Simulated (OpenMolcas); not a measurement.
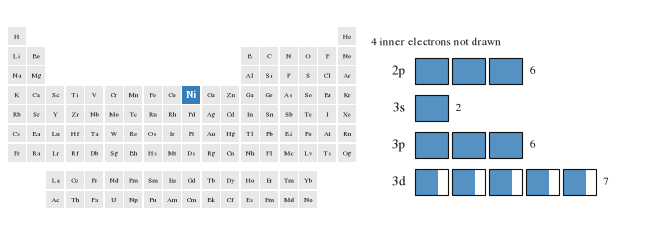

Left, the place of nickel in the periodic table; right, the outer shells of the leading configuration of the lowest level: a box for each of the 2l + 1 orbitals, shaded by the share of the shell that is filled, with the electron count at the right.

# Ni³⁺ complex: multiconfigurational calculation (part 1 of 2)

- system: Ni³⁺ with 6 ligands (O; octahedron, 1.89 Å), embedded in MgO by model potentials and point charges, whose field is part of the energies.
- method: state-averaged CASSCF, active space 7 electrons in the shell 3d, basis ANO-RCC-VDZP on the metal and ANO-RCC-VDZP on the ligands, DKH2 scalar Hamiltonian, spin-orbit coupling by RASSI with atomic mean-field integrals (OpenMolcas)

**Input file**
```
&GATEWAY
Basis set
Ni.ANO-RCC-VDZP.
Ni1 0.0 0.0 0.0 Angstrom
End of basis
Basis set
O.ANO-RCC-VDZP.
L1 1.890000 0.000000 0.000000 Angstrom
L2 0.000000 1.890000 0.000000 Angstrom
L3 0.000000 0.000000 1.890000 Angstrom
End of basis
Basis set
Mg.EMB-AIMP.Pascual.10s4p.1s1p.ECP.MgO.
PseudoCharge
* 3 symmetry-unique lattice sites within 7.6 angstrom
End of basis
Basis set
Mg.EMB-AIMP.Pascual.0s.0s.ECP.MgO.
PseudoCharge
* 40 symmetry-unique lattice sites within 7.6 angstrom
End of basis
Basis set
O.EMB-AIMP.Pascual.0s.0s.ECP.MgO.
PseudoCharge
* 55 symmetry-unique lattice sites within 7.6 angstrom
End of basis
Symmetry
XYZ
AngMom=0.0 0.0 0.0
AMFI
RICD
XField
997 Angstrom 0
* Evjen-weighted lattice charges
&SEWARD
&RASSCF
FileOrb=start.orb
Symmetry=1
Spin=4
nActEl=7 0 0
Inactive=18 21
Ras2=5 0
CIRoot=10 10 1
SDav=10
CIMx=300
Iter=150 100
PrWF=0.3
OrbListing=Nothing
MaxOrb=0
LevShft=1.0
>>> COPY $Project.JobIph JOB001
&RASSCF
FileOrb=start.orb
Symmetry=1
Spin=2
nActEl=7 0 0
Inactive=18 21
Ras2=5 0
CIRoot=40 40 1
SDav=40
CIMx=300
Iter=150 100
PrWF=0.3
OrbListing=Nothing
MaxOrb=0
LevShft=1.0
>>> COPY $Project.JobIph JOB002
&RASSI
NrOfJobIphs=2 10 40
1 2 3 4 5 6 7 8 9 10
1 2 3 4 5 6 7 8 9 10 11 12 13 14 15 16 17 18 19 20 21 22 23 24 25 26 27
28 29 30 31 32 33 34 35 36 37 38 39 40
IphNames
JOB001
JOB002
EJob
SpinOrbit
DIPRint=1.0
SOCoupling=1000.0
Subsets=2
Property=9
'ANGMOM' 1 'ANGMOM' 2 'ANGMOM' 3 'MLTPL  1' 1 'MLTPL  1' 2 'MLTPL  1' 3
'AMFI' 1 'AMFI' 2 'AMFI' 3
SOProperty=3
'ANGMOM' 1 'ANGMOM' 2 'ANGMOM' 3
```

The file start.orb holds starting orbitals from an earlier step. A driver script formed the levels outside the program, from RASSI's spin-orbit matrix and the active-space energies, averaged over the components of each term or state.

Hardware: 1 thread of Arm Neoverse V1, 24 GiB of memory available, shared host.

Run as:
```bash
OMP_NUM_THREADS=1 MOLCAS_MEM=2457 MOLCAS_PROJECT=a pymolcas a.inp > a.log  # once for each step of the input, in one work folder
```

**Output (extracts)**
```
--- SEWARD ---
Basis set label: NI.ANO-RCC...5S4P2D1F.

      Electronic valence basis set:
      ------------------
      Associated Effective Charge  28.000000 au
      Associated Actual Charge     28.000000 au
      Nuclear Model: Point charge

      Shell  nPrim  nBasis  Cartesian Spherical Contaminant
         s      21       5        X
         p      15       4        X
         d      10       2                 X
         f       6       1                 X
                  Relativistic Douglas-Kroll-Hess integrals:
                    - DKH order of Hamiltonian: 2
                    - DKH order of Properties : 0
                  Atomic mean-field integrals
--- RASSCF ---
Wave function specifications:
      -----------------------------

      Number of closed shell electrons          78
      Number of electrons in active shells       7
      Max number of holes in RAS1 space          0
      Max nr of electrons in RAS3 space          0
      Number of inactive orbitals               39
      Number of active orbitals                  5
      Number of secondary orbitals              98
      Spin quantum number                      1.5
      State symmetry                             1
Orbital specifications:
      -----------------------

      Symmetry species                           1   2
                                                ag  au
      Frozen orbitals                            0   0
      Inactive orbitals                         18  21
      Active orbitals                            5   0
      RAS1 orbitals                              0   0
      RAS2 orbitals                              5   0
      RAS3 orbitals                              0   0
      Secondary orbitals                        46  52
      Deleted orbitals                           0   0
      Number of basis functions                 69  73
      Number of CSFs                            10
      Number of root(s) required                10
      Iter CI   SX   CI       RASSCF       Energy    max ROT     max BLB   max BLB  Level Ln srch  Step   QN
          iter iter root      energy       change     param      element    value   shift minimum  type update
 Nr of preliminary CI iterations:   1
      Total energies have been shifted. Add                -1000.00 au
        1   1   10    0  -975.98797537    0.00E+00  -7.48E-02   21  27 1  5.75E-01*  1.80   0.00    SX    NO
        2   1   11    0  -977.60745298   -1.62E+00* -8.33E-02   11  41 1 -2.29E-01*  1.33   0.00    SX    NO
        3   1   11    0  -978.01891210   -4.11E-01* -6.28E-02    9  22 2  9.44E-02*  1.14   0.00    SX    NO
        4   1   10    0  -978.08377751   -6.49E-02* -3.44E-02   21  24 2  4.37E-02*  1.06   0.00    SX    NO
        5   1   10    0  -978.10028579   -1.65E-02* -3.64E-02   21  24 2  2.36E-02*  1.03   2.28    LS   YES
        6   1   10    0  -978.10767844   -7.39E-03* -1.17E-02   19  25 1 -1.25E-02*  1.00   1.21    QN   YES
        7   1    9    0  -978.10927883   -1.60E-03* -6.23E-03    6  34 2 -8.35E-03*  1.00   1.55    LS   YES
        8   1    9    0  -978.10950829   -2.29E-04* -1.74E-03    5  33 2 -7.32E-03*  1.00   1.03    QN   YES
        9   1    9    0  -978.10973093   -2.23E-04* -2.18E-03    6  34 2  2.59E-03*  1.00   1.34    QN   YES
       10   1    8    0  -978.10977614   -4.52E-05* -8.07E-04   19  25 1  1.10E-03*  1.00   1.01    QN   YES
       11   1    7    0  -978.10978158   -5.44E-06* -5.02E-04    4  32 2  4.37E-04*  1.00   1.46    QN   YES
       12   1    6    0  -978.10978309   -1.51E-06* -1.51E-04   21  27 1 -1.19E-04*  1.00   1.14    QN   YES
       13   1    6    0  -978.10978321   -1.16E-07* -6.23E-05    4  32 2 -5.11E-05   1.00   1.41    LS   YES
       14   1    6    0  -978.10978322   -1.20E-08*  8.75E-06    6  34 2 -6.23E-05   1.00   1.06    QN   YES
       15   1    5    0  -978.10978323   -1.40E-08* -1.35E-05    9  22 2  1.43E-05   1.00   1.50    QN   YES
       16   1    5    0  -978.10978323   -2.71E-09  -5.47E-06    5  33 2  5.42E-06   1.00   1.09    QN   YES
      Convergence after 16 iterations
       17   1    5    0  -978.10978323   -1.87E-10  -5.47E-06    6  34 2  2.67E-06   1.00   1.09    QN   YES
      Natural orbitals and occupation numbers for root  1
      sym 1:   1.935961   1.935961   1.064039   1.064039   1.000000
      Natural orbitals and occupation numbers for root  2
      sym 1:   1.064034   1.935966   1.000000   1.935966   1.064034
      Natural orbitals and occupation numbers for root  3
      sym 1:   1.935383   1.064617   1.064617   1.935383   1.000000
::    RASSCF root number  1 Total energy:  -1978.18131999
::    RASSCF root number  2 Total energy:  -1978.18131999
::    RASSCF root number  3 Total energy:  -1978.18131999
::    RASSCF root number  4 Total energy:  -1978.12071289
::    RASSCF root number  5 Total energy:  -1978.12071289
::    RASSCF root number  6 Total energy:  -1978.12071289
::    RASSCF root number  7 Total energy:  -1978.04969275
::    RASSCF root number  8 Total energy:  -1978.04734699
::    RASSCF root number  9 Total energy:  -1978.04734699
::    RASSCF root number 10 Total energy:  -1978.04734699
--- RASSCF ---
Wave function specifications:
      -----------------------------

      Number of closed shell electrons          78
      Number of electrons in active shells       7
      Max number of holes in RAS1 space          0
      Max nr of electrons in RAS3 space          0
      Number of inactive orbitals               39
      Number of active orbitals                  5
      Number of secondary orbitals              98
      Spin quantum number                      0.5
      State symmetry                             1
Orbital specifications:
      -----------------------

      Symmetry species                           1   2
                                                ag  au
      Frozen orbitals                            0   0
      Inactive orbitals                         18  21
      Active orbitals                            5   0
      RAS1 orbitals                              0   0
      RAS2 orbitals                              5   0
      RAS3 orbitals                              0   0
      Secondary orbitals                        46  52
      Deleted orbitals                           0   0
      Number of basis functions                 69  73
      Number of CSFs                            40
      Number of root(s) required                40
      Iter CI   SX   CI       RASSCF       Energy    max ROT     max BLB   max BLB  Level Ln srch  Step   QN
          iter iter root      energy       change     param      element    value   shift minimum  type update
 Nr of preliminary CI iterations:   1
      Total energies have been shifted. Add                -1000.00 au
        1   1    9    0  -977.99100939    0.00E+00  -1.47E-02   20  26 1 -1.85E-02*  1.02   0.00    SX    NO
        2   1    9    0  -977.99296511   -1.96E-03*  1.00E-02   20  26 1 -9.03E-03*  1.02   0.00    SX    NO
        3   1    9    0  -977.99378798   -8.23E-04* -6.50E-03   20  26 1 -6.81E-03*  1.01   0.00    SX    NO
        4   1    8    0  -977.99415643   -3.68E-04* -4.55E-03   20  26 1 -3.78E-03*  1.00   0.00    SX    NO
        5   1    8    0  -977.99432617   -1.70E-04* -6.61E-03   20  26 1 -2.79E-03*  1.00   2.50    LS   YES
        6   1    8    0  -977.99445754   -1.31E-04* -3.03E-03   20  26 1 -1.44E-03*  1.00   1.46    LS   YES
        7   1    8    0  -977.99447236   -1.48E-05* -3.46E-04    9  34 2  1.80E-03*  1.00   1.02    QN   YES
        8   1    7    0  -977.99447617   -3.80E-06*  1.94E-04   20  26 1  8.97E-04*  1.00   0.85    QN   YES
        9   1    7    0  -977.99447764   -1.48E-06*  1.20E-04   10  24 1 -3.66E-04*  1.00   1.62    LS   YES
       10   1    7    0  -977.99447795   -3.07E-07*  9.92E-05   10  24 1 -2.13E-04*  1.00   1.10    QN   YES
       11   1    6    0  -977.99447807   -1.16E-07*  5.40E-05   10  24 1 -5.29E-05   1.00   1.32    QN   YES
       12   1    5    0  -977.99447809   -2.17E-08*  3.64E-05   13  22 2  2.39E-05   1.00   1.38    QN   YES
       13   1    5    0  -977.99447809   -5.60E-09   1.48E-05   10  24 1  1.62E-05   1.00   1.26    QN   YES
      Convergence after 13 iterations
       14   1    5    0  -977.99447809   -9.56E-10   1.48E-05   10  24 1  8.77E-06   1.00   1.26    QN   YES
      Natural orbitals and occupation numbers for root  1
      sym 1:   1.977858   1.967317   0.064093   1.002928   1.987803
      Natural orbitals and occupation numbers for root  2
      sym 1:   0.064093   1.988002   1.977461   1.002928   1.967516
      Natural orbitals and occupation numbers for root  3
      sym 1:   1.951134   1.043722   0.295595   1.758442   1.951107
::    RASSCF root number  1 Total energy:  -1978.15252660
::    RASSCF root number  2 Total energy:  -1978.15252660
::    RASSCF root number  3 Total energy:  -1978.09622405
::    RASSCF root number  4 Total energy:  -1978.09622405
::    RASSCF root number  5 Total energy:  -1978.09622405
::    RASSCF root number  6 Total energy:  -1978.09510419
::    RASSCF root number  7 Total energy:  -1978.09510419
::    RASSCF root number  8 Total energy:  -1978.09510419
::    RASSCF root number  9 Total energy:  -1978.06897252
::    RASSCF root number 10 Total energy:  -1978.06897252
::    RASSCF root number 11 Total energy:  -1978.06897252
::    RASSCF root number 12 Total energy:  -1978.03563218
::    RASSCF root number 13 Total energy:  -1978.03563218
::    RASSCF root number 14 Total energy:  -1978.03563218
::    RASSCF root number 15 Total energy:  -1978.03522693
::    RASSCF root number 16 Total energy:  -1978.01684812
::    RASSCF root number 17 Total energy:  -1978.01684812
::    RASSCF root number 18 Total energy:  -1978.01684812
::    RASSCF root number 19 Total energy:  -1978.00470255
::    RASSCF root number 20 Total energy:  -1978.00470255
::    RASSCF root number 21 Total energy:  -1977.98608844
::    RASSCF root number 22 Total energy:  -1977.98608844
::    RASSCF root number 23 Total energy:  -1977.98608844
::    RASSCF root number 24 Total energy:  -1977.97849621
::    RASSCF root number 25 Total energy:  -1977.97849621
::    RASSCF root number 26 Total energy:  -1977.97849621
::    RASSCF root number 27 Total energy:  -1977.96243444
::    RASSCF root number 28 Total energy:  -1977.96243444
::    RASSCF root number 29 Total energy:  -1977.96243444
::    RASSCF root number 30 Total energy:  -1977.95625910
```

(Continued in part 2.) Outcome of the run: converged.
